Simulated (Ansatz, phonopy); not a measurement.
# Grüneisen parameters and expansion of Pt (Fm-3m), part 3 of 3

Which modes of Pt drive its thermal expansion?

Ansatz 0.2.0; DFT PBEsol, scalar-relativistic, plane waves, PAW; PAW set soft_1.

So far. Step 10 (Single point at a scaled cell, V/V0 1.03): The run ends at a pressure of -7.86 GPa. Step 11 (Lattice dynamics at this volume, V/V0 1.03): No mode is imaginary beyond numerical noise at the solved wavevectors.

### Step 12. A cell at another volume, V/V0 0.97

Symmetry fixes every atom, so a single point at the scaled cell gives the energy and pressure of this member.

input.yaml

```yaml
crystal:
  lattice:
    - [0.0, 1.9390454211, 1.9390454211]
    - [1.9390454211, 0.0, 1.9390454211]
    - [1.9390454211, 1.9390454211, 0.0]
  atoms:
    - { symbol: Pt, position: [0.0, 0.0, 0.0] }
kpoints:
  mp_grid: { grid: [20, 20, 20] }
hamiltonian:
  xc: pbesol
  pseudopotentials: { kind: paw, azcp: { folder: soft_1 }, xc_functional: pbe }
scf:
  occupations: { method: methfessel_paxton, width: 0.2 }
  lower_state_search: "off"
output:
  forces: true
  stress: true
  eigenvalues: true
```

On the command line:

```console
> ansatz run input.yaml --threads 8 --pin off --max-ram 16384MiB --backend cpu --events-out ev --progress --plain --runs-dir out
```

Numbers of over 12 decimals in the logs are rounded to 6 here.

The program printed:

```text
[...]
Crystal: 1 atoms, lattice volume = 14.581 Å³
Basis set: ecut = 420 eV, 283 PW (Γ), exchange–correlation on 40×40×40 points (8 copies of the dense FFT grid, shifted against one another)
Bands: 13, of which v1, the nominal top of the filled ones, is band 9 counted from 1 (8 counted from 0)
Symmetry: 48 space group operations
[...]
k-points: 256 of 8000
[...]
--- Band table (eV; the first three rows and the last of 256) ---
  k-point 0: bands = [... 5 lower, 20.2613, 20.2613, 20.2613, 22.5694, 22.5694, 38.7699, 43.8847, 43.8847]
  k-point 1: bands = [... 5 lower, 20.2123, 20.3043, 20.3043, 22.5442, 22.5442, 38.9363, 43.3267, 44.0469]
  k-point 2: bands = [... 5 lower, 20.0824, 20.4204, 20.4204, 22.4856, 22.4856, 39.4012, 42.1163, 44.5220]
  k-point 255: bands = [... 5 lower, 19.4465, 19.4465, 22.1497, 24.8304, 31.5951, 32.7012, 32.7012, 36.5978]
[key lines of the parts left out:]
SCF converged after 6 iterations
Free energy (F): -12385.373314 eV
Fermi energy:    24.299910 eV
P = ⅓ Tr σ = 9.5200 GPa (95.200 kbar)
```

It took 0.55 s on 8 threads of Arm Neoverse V2, shared host; peak memory 0.31 GiB.

The run ends at a pressure of 9.52 GPa.

### Step 13. Phonons, V/V0 0.97

The same q-mesh and k-mesh are kept at every volume, so that much of their error can cancel in the differences.

input.yaml, the sections that differ from step 12:

```yaml
output:
  eigenvalues: true
phonons:
  method: dfpt
  qmesh: [4, 4, 4]
  temperatures: { t_max: 1000, t_step: 50 }
  qpath:
    path:
      - [[0.0, 0.0, 0.0], [0.5, 0.0, 0.5], [0.625, 0.25, 0.625]]
      - [[0.375, 0.375, 0.75], [0.0, 0.0, 0.0], [0.5, 0.5, 0.5], [0.5, 0.25, 0.75], [0.5, 0.0, 0.5]]
    npoints: 10
# crystal, kpoints, hamiltonian, scf: as in step 12
```

The program printed:

```text
[...]
Crystal: 1 atoms, lattice volume = 14.581 Å³
Basis set: ecut = 420 eV, 283 PW (Γ), exchange–correlation on 40×40×40 points (8 copies of the dense FFT grid, shifted against one another)
Bands: 13, of which v1, the nominal top of the filled ones, is band 9 counted from 1 (8 counted from 0)
Symmetry: 48 space group operations
k-points: 256 of 8000
[...]
k-point 255: bands = [... 5 lower, 19.4464, 19.4464, 22.1496, 24.8303, 31.5951, 32.7012, 32.7012, 36.5978]
[...]
ASR residual: 9.268e-5 → 0.000e0 eV/Å²; symmetrization residual: 3.638e-12 eV/Å²
  ASR residual per site (eV/Å²): 9.27e-5
  Γ frequencies (cm⁻¹): 0.00 0.00 0.00
--- Phonons (arbitrary-q DFPT): 8 irreducible q on the 4×4×4 mesh ---
[...]
interpolated dispersion: 62 rows × 3 modes
[...]
[key lines of the parts left out:]
SCF converged after 7 iterations
Free energy (F): -12385.373314 eV
Fermi energy:    24.299862 eV
```

Run time: 72 s. Hardware: 8 threads; peak memory 3.6 GiB.

No LO-TO term. Phonon branches along the path, in cm⁻¹:

```tsv
point	branch 1	branch 2	branch 3
Γ	0	0	0
X	140	140	209
U	126	158	186
jump to K	126	158	186
Γ	0	0	0
L	103	103	215
W	126	171	171
X	140	140	209
```

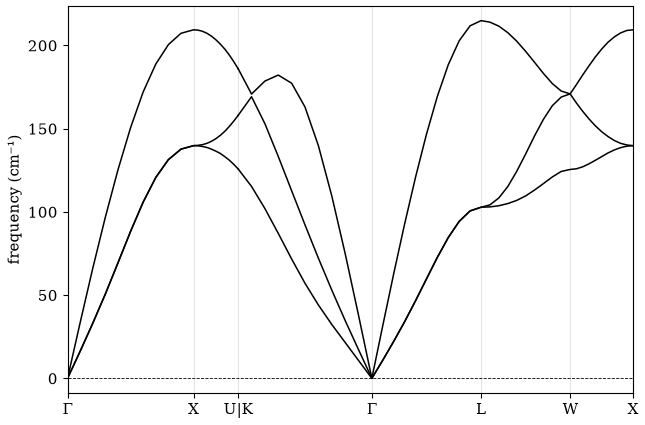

Phonon branches along the path.

No mode is imaginary beyond numerical noise at the solved wavevectors.

### Step 14. Single point at a scaled cell, V/V0 1.05

Symmetry fixes every atom, so a single point at the scaled cell gives the energy and pressure of this member.

The cell differs from the one that the last finished run ended in (a 2.742 → 2.816 Å, b 2.742 → 2.816 Å, c 2.742 → 2.816 Å).

input.yaml, the sections that differ from step 13:

```yaml
crystal:
  lattice:
    - [0.0, 1.9909506898, 1.9909506898]
    - [1.9909506898, 0.0, 1.9909506898]
    - [1.9909506898, 1.9909506898, 0.0]
  atoms:
    - { symbol: Pt, position: [0.0, 0.0, 0.0] }
output:
  forces: true
  stress: true
  eigenvalues: true
# kpoints, hamiltonian, scf: as in step 13
# phonons: removed
```

The program printed:

```text
[...]
Crystal: 1 atoms, lattice volume = 15.784 Å³
Basis set: ecut = 420 eV, 331 PW (Γ), exchange–correlation on 40×40×40 points (8 copies of the dense FFT grid, shifted against one another)
Bands: 13, of which v1, the nominal top of the filled ones, is band 9 counted from 1 (8 counted from 0)
Symmetry: 48 space group operations
[...]
k-points: 256 of 8000
[...]
--- Band table (eV; the first three rows and the last of 256) ---
  k-point 0: bands = [... 5 lower, 18.2994, 18.2994, 18.2994, 20.3274, 20.3274, 36.5262, 41.2037, 41.2037]
  k-point 1: bands = [... 5 lower, 18.2572, 18.3377, 18.3377, 20.3063, 20.3063, 36.6713, 40.6511, 41.3457]
  k-point 2: bands = [... 5 lower, 18.1451, 18.4411, 18.4411, 20.2577, 20.2577, 37.0718, 39.4448, 41.7595]
  k-point 255: bands = [... 5 lower, 17.5774, 17.5774, 19.9886, 22.2977, 28.5874, 29.8467, 29.8467, 33.4643]
[key lines of the parts left out:]
SCF converged after 6 iterations
Free energy (F): -12385.355841 eV
Fermi energy:    21.846265 eV
P = ⅓ Tr σ = -12.3208 GPa (-123.208 kbar)
```

Run time: 0.57 s. Hardware: 8 threads; peak memory 0.31 GiB.

The run ends at a pressure of -12.32 GPa.

### Step 15. Phonons, V/V0 1.05

The same q-mesh and k-mesh are kept at every volume, so that much of their error can cancel in the differences.

input.yaml, the sections that differ from step 14:

```yaml
output:
  eigenvalues: true
phonons:
  method: dfpt
  qmesh: [4, 4, 4]
  temperatures: { t_max: 1000, t_step: 50 }
  qpath:
    path:
      - [[0.0, 0.0, 0.0], [0.5, 0.0, 0.5], [0.625, 0.25, 0.625]]
      - [[0.375, 0.375, 0.75], [0.0, 0.0, 0.0], [0.5, 0.5, 0.5], [0.5, 0.25, 0.75], [0.5, 0.0, 0.5]]
    npoints: 10
# crystal, kpoints, hamiltonian, scf: as in step 14
```

The program printed:

```text
[...]
Crystal: 1 atoms, lattice volume = 15.784 Å³
Basis set: ecut = 420 eV, 331 PW (Γ), exchange–correlation on 40×40×40 points (8 copies of the dense FFT grid, shifted against one another)
Bands: 13, of which v1, the nominal top of the filled ones, is band 9 counted from 1 (8 counted from 0)
Symmetry: 48 space group operations
k-points: 256 of 8000
[...]
k-point 255: bands = [... 5 lower, 17.5774, 17.5774, 19.9886, 22.2976, 28.5874, 29.8467, 29.8467, 33.4643]
[...]
ASR residual: 9.269e-5 → 0.000e0 eV/Å²; symmetrization residual: 2.152e-11 eV/Å²
  ASR residual per site (eV/Å²): 9.27e-5
  Γ frequencies (cm⁻¹): 0.00 0.00 0.00
--- Phonons (arbitrary-q DFPT): 8 irreducible q on the 4×4×4 mesh ---
[...]
interpolated dispersion: 62 rows × 3 modes
[...]
[key lines of the parts left out:]
SCF converged after 7 iterations
Free energy (F): -12385.355841 eV
Fermi energy:    21.846224 eV
```

Wall time 76 s (8 threads); peak memory 3.8 GiB.

No mode is imaginary beyond numerical noise at the solved wavevectors.

### Step 16. Mode Grüneisen parameters

This step: DFT PBEsol, scalar-relativistic, plane waves, PAW; PAW set soft_1 (phonopy 4.10.0).

Numbers from this step:

```
share of modes with a negative Grüneisen parameter : 0
```

Mean Grüneisen, by row:

```tsv
T (K)	heat-capacity-weighted mean	root mean square
50	2.819	2.836
100	2.784	2.796
200	2.775	2.786
300	2.773	2.784
500	2.772	2.783
800	2.772	2.783
```

The mean mode Grueneisen parameter by wavenumber:

```tsv
wavenumber (cm⁻¹)	mean mode Grueneisen parameter
3.3	-
16.5	3.85
23.1	3.57
36.3	3.39
49.5	3.11
62.7	2.94
69.3	2.9
82.6	2.74
95.8	2.61
102.4	2.67
115.6	2.81
128.8	2.76
135.4	2.82
148.6	2.78
161.8	2.7
175.0	2.69
181.6	2.68
194.8	2.67
```

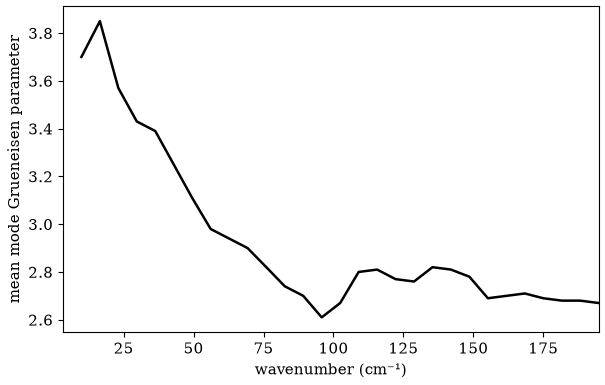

Mean mode Grueneisen parameter against wavenumber.

Volume series, by row:

```tsv
V/V0	V (Å³/atom)	pressure (GPa)	E - E0 (meV/atom)	gap (eV)	zero-point energy (meV/atom)	lowest on the path (cm⁻¹)	highest at Gamma without the LO-TO term (cm⁻¹)
0.97	14.58	9.52	12.9	0	24.64	0	-
0.985	14.81	4.534	3.102	0	23.67	0	-
1	15.03	0	0	0	22.73	0	-
1.015	15.26	-4.12	2.985	0	21.8	0	-
1.03	15.48	-7.863	11.49	0	20.9	0	-
1.05	15.78	-12.32	30.57	0	19.72	0	-
```

Grüneisen at points, by row:

```tsv
point	branch	frequency (cm⁻¹)	mode Grüneisen parameter
X	1	129.7	2.53
X	3	193.7	2.64
U	1	116.6	2.55
U	2	144.9	2.94
U	3	171.4	2.77
K	1	116.6	2.55
K	2	144.9	2.94
K	3	171.4	2.77
L	1	96.5	2.12
L	3	198.6	2.66
W	1	114.3	3.22
W	2	157.4	2.79
```

### Step 17. Quasi-harmonic fit by phonopy

This step gave:

* volume expansion coefficient at 300 K: 27.51 1e-6/K
* isothermal bulk modulus at 300 K: 272.2 GPa
* C_P at 300 K: 24.79 J/mol-atom/K
* Grüneisen parameter at 300 K: 2.825

Table of energy (each curve on its own zero) by volume; values in meV/atom:

```tsv
volume (Å³/atom)	static	F at 0 K	F at 300 K	F at 1300 K
14.581	12.9	15.3	21.4	48.6
14.807	3.1	4.53	8.35	25.2
15.032	0	0.48	1.96	8.29
15.258	2.98	2.54	1.59	-2.85
15.483	11.5	10.2	6.68	-8.77
15.784	30.6	28.1	21.1	-9.51
```

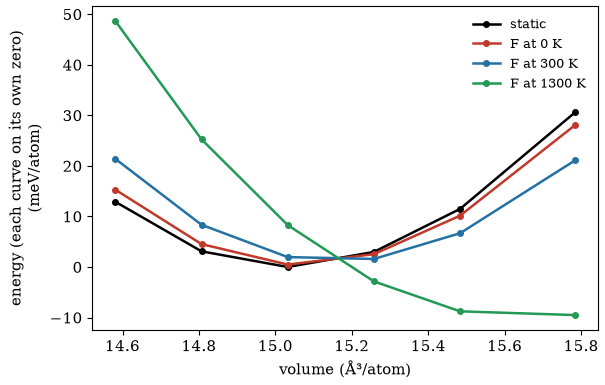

Energy (each curve on its own zero) against volume.

Phonopy-qha, vinet fit of F(V) at each temperature; no electronic free energy. Qha vinet, by row:

```tsv
T (K)	fitted volume (Å³/atom)	alpha_V (1e-6/K)	B_T (GPa)	C_P (J/mol-atom/K)	Grueneisen
100	15.08	20.78	282.7	19.36	2.771
150	15.1	24.28	280.2	22.4	2.795
200	15.12	25.88	277.6	23.68	2.806
250	15.14	26.83	274.9	24.36	2.816
300	15.16	27.51	272.2	24.79	2.825
350	15.18	28.07	269.5	25.1	2.835
400	15.2	28.57	266.7	25.34	2.845
450	15.22	29.04	263.9	25.55	2.855
500	15.25	29.5	261.1	25.73	2.865
550	15.27	29.95	258.2	25.91	2.876
600	15.29	30.4	255.3	26.07	2.887
650	15.31	30.86	252.4	26.24	2.898
700	15.34	31.33	249.4	26.4	2.91
750	15.36	31.82	246.4	26.57	2.922
800	15.39	32.31	243.4	26.73	2.934
850	15.41	32.83	240.3	26.9	2.946
900	15.44	33.36	237.2	27.08	2.959
950	15.46	33.91	234.1	27.26	2.972
1000	15.49	34.49	230.9	27.45	2.986
1050	15.52	35.08	227.7	27.64	3
1100	15.54	35.7	224.5	27.84	3.014
1150	15.57	36.35	221.2	28.05	3.029
1200	15.6	37.03	217.9	28.27	3.044
```

Table of volume expansion coefficient, phonopy-qha, Vinet by temperature:

```tsv
temperature (K)	volume expansion coefficient, phonopy-qha, Vinet (1e-6/K)
100	20.8
200	25.9
300	27.5
400	28.6
500	29.5
600	30.4
700	31.3
800	32.3
900	33.4
1000	34.5
1100	35.7
1200	37.0
```

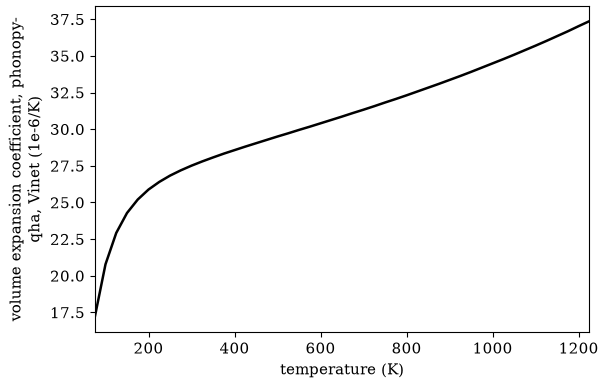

Volume expansion coefficient, phonopy-qha, Vinet against temperature.

The fit gives a volume expansion of 27.5 × 10⁻⁶/K at 300 K.

### Step 18. Outcome

```json
{
 "volume expansion coefficient at 300 K": "27.51 1e-6/K",
 "isothermal bulk modulus at 300 K": "272.2 GPa",
 "C_P at 300 K": "24.79 J/mol-atom/K",
 "Grüneisen parameter at 300 K": "2.825",
 "mean mode Grüneisen parameter at 300 K": "2.77"
}
```

In words: Near room temperature Pt expands by 27.5 × 10⁻⁶/K in volume by PBEsol, with C_P = 24.8 J/(mol K) per mole of atoms and B_T = 272 GPa. The table stops at 1225 K because beyond it the fitted volume comes within 1 % of the largest computed cell, where the fit loses its support. C_P at room temperature is 99 % of the classical 3R an atom. The fit leaves out the electrons' free energy, which adds to C_P and to the expansion of a metal at high temperature. The heat-capacity-weighted Grüneisen parameter goes from 2.82 at 50 K to 2.77 at 800 K. Weighting γ by the density of states and each mode's heat capacity at 300 K, modes below 70 cm⁻¹ give about 12 % of the sum of γC that drives the expansion, those up to 130 cm⁻¹ 50 % and the rest 38 %. Among the labelled points γ is largest for branch 1 at W (114 cm⁻¹, 3.2) and smallest for branch 1 at L (96.5 cm⁻¹, 2.1). The PAW files were made for PBE and are used here under another functional, for which the program regenerates the frozen cores.

[Logs are printed without paths, hosts, clocks, repeated set-up lines and the standing remarks that a program may print on its own settings, such as how far it seeks lower states.]

[Hosts, paths, dates, database ids (printed as entryN), source tags and the programs' standing remarks are cut or masked in the printed files.]

[A step with changed settings may run another functional than the one named; its input shows which.]

[Of the runs on displaced cells, only some may be shown.]
